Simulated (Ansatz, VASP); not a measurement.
**Cross-check of Na2B between VASP and Ansatz**

Wanted: the spread between two codes on one cell, functional and k mesh. The cell is generated by rule, not measured, and may not be a known phase. The cell comes out of the VASP series on this material, whose earlier steps may have relaxed, scaled or displaced it; both programs get it as it stands.

Main program and level: Ansatz 0.2.0; plane waves, with VASP 6.6.1 beside it; zone-centre phonons at PBEsol.

### 1. Set-up

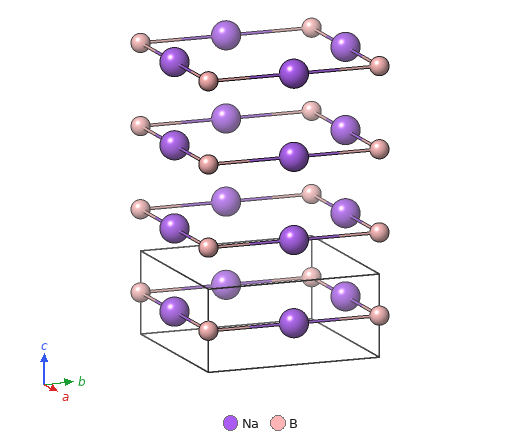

Start, viewed slightly off an axis; sodium purple, boron pink. 1×1×4 cells are drawn. Some periodic images of atoms are drawn too.

As a file:

```cif
data_structure
_symmetry_space_group_name_H-M 'P4/mmm'
_symmetry_Int_Tables_number 123
_cell_length_a 5.1497
_cell_length_b 5.1497
_cell_length_c 2.3890
_cell_angle_alpha 90.000
_cell_angle_beta 90.000
_cell_angle_gamma 90.000
_cell_volume 63.36
loop_
_atom_site_label
_atom_site_type_symbol
_atom_site_symmetry_multiplicity
_atom_site_Wyckoff_symbol
_atom_site_fract_x
_atom_site_fract_y
_atom_site_fract_z
_atom_site_occupancy
Na1 Na 2 e 0.00000 0.50000 0.50000 1
B1 B 1 b 0.00000 0.00000 0.50000 1
```

### 2. Ansatz: zone-centre phonons, PBEsol

Ansatz runs on its default PAW (the set named soft_2) files.

Second derivatives magnify differences that forces hide, and they need a tight electronic threshold.

input.yaml

```yaml
crystal:
  lattice:
    - [5.1497331615, 0.0, 0.0]
    - [0.0, 5.1497331615, 0.0]
    - [0.0, 0.0, 2.3889927888]
  atoms:
    - { symbol: Na, position: [0.0, 0.5, 0.5] }
    - { symbol: Na, position: [0.5, 0.0, 0.5] }
    - { symbol: B, position: [0.0, 0.0, 0.5] }
hamiltonian:
  xc: pbesol
  pseudopotentials: { kind: paw }
kpoints:
  mp_grid: { grid: [8, 8, 16] }
scf:
  occupations: { method: methfessel_paxton, width: 0.2 }
phonons:
  method: dfpt
  qpoints: [[0, 0, 0]]
```

The run is started by

```console
ansatz run input.yaml --threads 4 --pin off --max-ram 9216MiB --backend cpu --events-out ev --progress --plain --runs-dir out
```

Numbers of over 12 decimals in the logs are rounded to 6 here.

Output:

```text
zone centre: on kpoints.mp_grid the ground state, and the responses unless they are solved on pairs of k-points, stand on 225 of the mesh's 1024 k-points, reduced under 8 symmetry operations, with k and −k counted as one. Each operation leaves every solved displacement unchanged or reverses it
Engine: ansatz 0.2.0, aarch64-unknown-linux-gnu
Pseudopotentials: kind: paw
Pseudopotential: Na, paw, valence charge 9, recommended cutoff 420 eV (normal), Na.paw.azcp
Pseudopotential: B, paw, valence charge 3, recommended cutoff 420 eV (normal), B.paw.azcp
Functional definition: PBEsol
  exchange = pbesol_x
  correlation = pbesol_c
Crystal: 3 atoms, lattice volume = 63.355 Å³
Basis set: ecut = 420 eV, 1239 PW (Γ), exchange–correlation on 72×72×32 points (8 copies of the dense FFT grid, shifted against one another)
Bands: 15, of which v1, the nominal top of the filled ones, is band 11 counted from 1 (10 counted from 0)
Symmetry: 16 space group operations
k-points: 225 of 1024 (irreducible under 8 space group operations)
Non-local potential: Na, projectors of the file, l = 0: 3, l = 1: 2, l = 2: 1
Non-local potential: B, projectors of the file, l = 0: 2, l = 1: 2, l = 2: 1
PAW form: soft (Blöchl's): semilocal exchange-correlation on the pseudo side does not see the compensation charge
PAW frozen core: Na, regenerated for the run's functional, and the local potential with it (the file was generated under x = pbe(κ = 0.804, μ = 0.219515), c = pbe(β = 0.066725))
PAW frozen core: B, regenerated for the run's functional, and the local potential with it (the file was generated under x = pbe(κ = 0.804, μ = 0.219515), c = pbe(β = 0.066725))
PAW one-centre angular grid: Na, 110 points (default); XC on 64 Gauss nodes
PAW one-centre angular grid: B, 110 points (default); XC on 64 Gauss nodes
Initial density: superposition of atomic densities (neutral atoms: chi_scale 0, normalization atom), corrected by the library's trained network
Initial wavefunctions: pseudopotential atomic-orbital guess
Functional: x = pbesol(κ = 0.804, μ = 0.123457), c = pbesol(β = 0.046)
SCF iter   1: F=—  HF=-3100.890466 eV  |F-HF|=—  |Δ(HF+E_count)|=         —  Δρ=4.56e-3  dr2=3.21e-2  ethr=1.77e-3  ⟨swp⟩=4.9  Hψ=14950  notcnv=0
preconditioner: auto → none  [metal: Δε(μ)=0.040 eV  Ē_g=6.579 eV  σ=0.200 eV  W_gap=0.17  n_scr=8 (ndim 8)  ℏωp=10.4 eV  f_vac=0.000  D(μ)=0.64/eV (n_scr^D=4)  sad-step TF]
SCF iter   2: F=—  HF=-3100.884546 eV  |F-HF|=—  |Δ(HF+E_count)|=   5.92e-3  S|Δr|=    0.00e0  Δρ=2.29e-3  dr2=1.03e-2  ethr=1.53e-4  ⟨swp⟩=1.0  Hψ=5175  notcnv=0
SCF iter   3: F=—  HF=-3100.883371 eV  |F-HF|=—  |Δ(HF+E_count)|=   1.18e-3  S|Δr|=    0.00e0  Δρ=6.98e-4  dr2=8.71e-4  ethr=4.93e-5  ⟨swp⟩=2.0  Hψ=3873  notcnv=0  defer=6
SCF iter   4: F=—  HF=-3100.883189 eV  |F-HF|=—  |Δ(HF+E_count)|=   1.82e-4  S|Δr|=    0.00e0  Δρ=1.93e-4  dr2=5.39e-5  ethr=4.15e-6  ⟨swp⟩=2.0  Hψ=3891  notcnv=0  defer=4
SCF iter   5: F=—  HF=-3100.883185 eV  |F-HF|=—  |Δ(HF+E_count)|=   4.28e-6  S|Δr|=    0.00e0  Δρ=5.32e-5  dr2=5.39e-6  ethr=2.56e-7  ⟨swp⟩=1.8  Hψ=3606  notcnv=0  defer=4
SCF iter   6: F=—  HF=-3100.883183 eV  |F-HF|=—  |Δ(HF+E_count)|=   1.40e-6  S|Δr|=    0.00e0  Δρ=6.56e-6  dr2=7.62e-8  ethr=2.56e-8  ⟨swp⟩=2.0  Hψ=3704  notcnv=0  defer=4
SCF iter   7: F=—  HF=-3100.883183 eV  |F-HF|=—  |Δ(HF+E_count)|=   8.18e-8  S|Δr|=    0.00e0  Δρ=5.88e-7  dr2=4.61e-10  ethr=3.63e-10  ⟨swp⟩=1.9  Hψ=3861  notcnv=0  defer=2
SCF iter   8: F=-3100.883183 eV  HF=-3100.883183 eV  |F-HF|=4.55e-13  |Δ(HF+E_count)|=  9.46e-11  S|Δr|=    0.00e0  Δρ=4.72e-8  dr2=1.14e-12  ethr=1.00e-12  ⟨swp⟩=4.9  Hψ=16701  notcnv=0
SCF 1 converged in 8 iterations: F = -3100.883183 eV  dr2 = 1.14e-12
  greatest PAW one-centre occupation: 1.000 electrons in one spin orbital (limit 2), on the Na atom at site 1 (counted from 0), in its partial waves of l = 1
DFPT response loops at Γ: preconditioner auto → Kerker (q_TF=auto, 2.270 Å⁻¹) (partly filled bands, converged f_vac=0.000); β = 1.00, the filter's whole step (`scf.mixing.beta` (0.50) is not read by the response loops under this deck's `scf.mixing.preconditioner`; to damp them name `kerker` or `kerker_dos`, under which they read `scf.mixing.beta`, and type it under 1.00, their step now; both keys bind the ground state too); Broyden in place of MSR1
SCF converged after 8 iterations
Stability not checked: this state was not tested for a lower state beside it, because cold or Methfessel-Paxton smearing, or corrected tetrahedra, fill the levels in a way that the test cannot read (fill_not_monotonic; see scf.lower_state_search)
Free energy (F): -3100.883183 eV
Harris-Foulkes:  -3100.883183 eV  (|F-HF|=4.55e-13)
Internal energy: -3100.884951 eV  (E = F + TS)
E sigma→0 (E₀):  -3100.883625 eV
Entropy (-TS):   0.001768 eV (0.589 meV/atom)
Fermi energy:    3.601090 eV
--- Per-component energies (eV) ---
  E_band       = -451.465972
  E_kinetic    = 279.646896
  E_local      = -2858.617882  (includes V_loc(G=0)·N_el)
  E_nonlocal   = 246.155730
  E_hartree    = 1047.006121
  E_xc         = -105.148073
  E_vxc        = -132.747403  (∫ρ·V_xc dr)
  E_paw        = -581.862337  (= ΣΔE_a)
  E_vpaw       = -79.915508  (= ΣTr[D̂ρ^β])
  E_aug_tail   = -0.000051  (compensation charges beyond the density's cutoff)
  E_ewald      = -1128.189454
  E_core_change = 0.124098  (= ΣΔE_core)
  E_smearing   = 0.001768  (= −TS)
  E_closure    = 0.000000  (closes the sum)
  Σ components = -3100.883183   (vs F -3100.883183, Δ=0.00e0)
--- Band table (eV; the first three rows and the last of 225) ---
  k-point 0: bands = [... 7 lower, -21.1136, -4.0908, 2.0944, 2.0944, 2.6937, 6.5877, 8.5490, 8.5490]
  k-point 1: bands = [... 7 lower, -21.1466, -4.0032, 2.1791, 2.1791, 2.7927, 6.7002, 8.6285, 8.6285]
  k-point 2: bands = [... 7 lower, -21.2400, -3.7413, 2.4320, 2.4320, 3.0888, 7.0329, 8.8642, 8.8642]
  k-point 224: bands = [... 7 lower, -21.1843, 1.4975, 1.5044, 5.5324, 5.5324, 8.3432, 8.3432, 8.7029]
--- Phonons (Γ-DFPT): 5 representative perturbations + reference, on 225 of 1024 k-points (Σ response iterations 15) ---
  k mesh reduced under 8 symmetry operations, with k and −k counted as one. Each operation leaves every solved displacement unchanged or reverses it
  ASR residual: 1.542e-3 → 0.000e0 eV/Å²; symmetrization residual: 1.935e-6 eV/Å²
  ASR residual per site (eV/Å²): 1.54e-3 1.54e-3 7.46e-6
  Γ frequencies (cm⁻¹): -177.94 -81.14 0.00 0.00 0.00 124.34 124.34 374.69 374.69
  non-analytic LO–TO correction: not included (Born effective charges unavailable; polar crystals: no LO–TO splitting at Γ)
--- Phonons (arbitrary-q DFPT): 1 explicit q-point ---
  q = [0, 0, 0] (of the zone-centre solve; hermiticity 9.26e-7, symmetrization 6.50e-14): -177.94 -81.14 -0.00 0.00 0.00 124.34 124.34 374.69 374.69
  sum rule: each row above includes the acoustic sum rule's correction from the zone centre's row sums; it moved no ω² by more than (4.27 cm⁻¹)²
```

Run time: 21 s. Hardware: 4 threads of Arm Neoverse V1, shared host; peak memory 0.81 GiB; 82 s of CPU time.

Reading the cycles: dr2 is the Hartree energy of the density residual (eV), the measure of convergence; HF is the Harris–Foulkes estimate of the energy, which meets the free energy F at convergence.

(Continued in part 2 of 2.)

[Lines on the potential files, build, host, timing and source positions are cut from VASP's logs without a mark.]

[Logs are printed without paths, hosts, clocks, repeated set-up lines and the standing remarks that a program may print on its own settings, such as how far it seeks lower states.]

[Hosts, paths, dates, database ids (printed as entryN), source tags and the programs' standing remarks are cut or masked in the printed files.]
